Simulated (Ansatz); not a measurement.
```yaml
atoms:
  - { symbol: C, position_ang: [-0.0025, 1.9957, -0.0433] }
  - { symbol: C, position_ang: [0.8586, 0.7519, -0.0015] }
  - { symbol: N, position_ang: [0.1495, -0.4477, -0.3888] }
  - { symbol: C, position_ang: [1.0336, -1.5899, -0.4357] }
  - { symbol: Sn, position_ang: [-1.6989, -0.7940, 0.3942] }
  - { symbol: H, position_ang: [-0.4678, 2.1134, -1.0244] }
  - { symbol: H, position_ang: [0.5995, 2.8831, 0.1625] }
  - { symbol: H, position_ang: [-0.7977, 1.9695, 0.7094] }
  - { symbol: H, position_ang: [1.3140, 0.6561, 1.0022] }
  - { symbol: H, position_ang: [1.7010, 0.8807, -0.6977] }
  - { symbol: H, position_ang: [1.8335, -1.4129, -1.1672] }
  - { symbol: H, position_ang: [0.4956, -2.4864, -0.7531] }
  - { symbol: H, position_ang: [1.5237, -1.8135, 0.5280] }
  - { symbol: H, position_ang: [-2.0511, -2.4013, -0.0547] }
  - { symbol: H, position_ang: [-2.8128, 0.2995, -0.2903] }
  - { symbol: H, position_ang: [-1.7013, -0.6268, 2.1046] }
```

Geometry: PBE0-D4/def2-TZVP; core potentials replace the inner electrons of Sn.

These are results of Ansatz 0.2.0, RKS PBE0-D4/def2-TZVPP, not measurements.

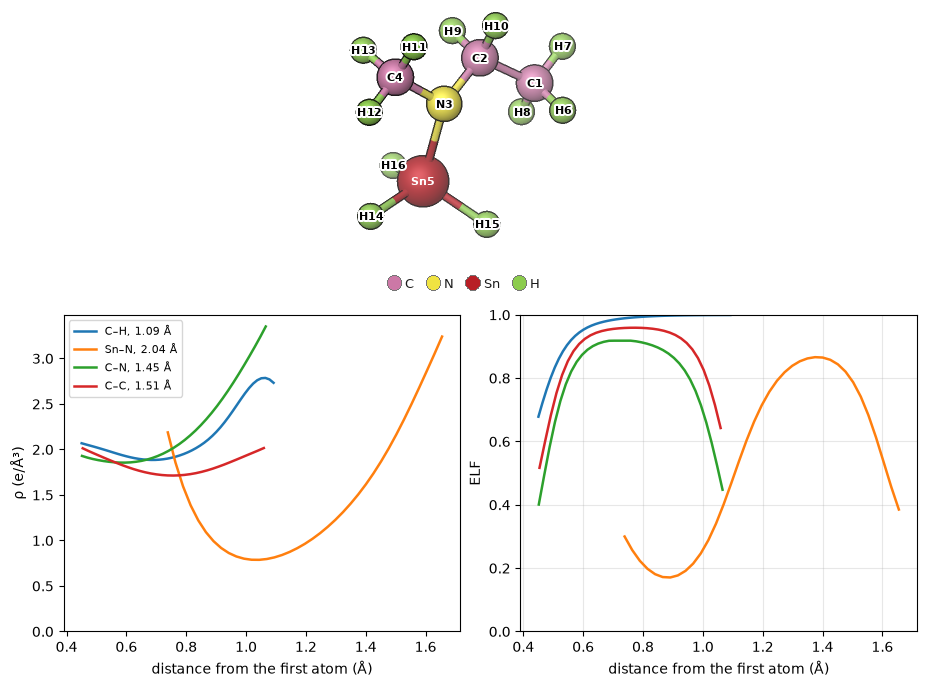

C3H11NSn. Electron density and electron localisation function along straight lines between neighbouring atoms. The curves leave out the atomic cores. The structure is drawn too.

Compare the contacts.

Answer. C–H (1.09 Å): ρ at the midpoint is about 2 e/Å³; the ELF climbs to about 1 towards the hydrogen, as it does in any bond to H: an ordinary covalent bond to hydrogen.
Sn–N (2.04 Å): the density is about 0.79 e/Å³ at the midpoint; the ELF peaks at about 0.85 in the valence shell of N, 0.7 Å from its nucleus, and drops to about 0.15 between the two atoms.
C–N (1.45 Å): ρ is about 2 e/Å³ halfway; the ELF peaks at about 0.90 between the atoms: localised, covalent bonding.
C–C (1.51 Å): ρ at the midpoint is about 1.7 e/Å³; the ELF peaks at about 0.95 between the atoms (a covalent bond).
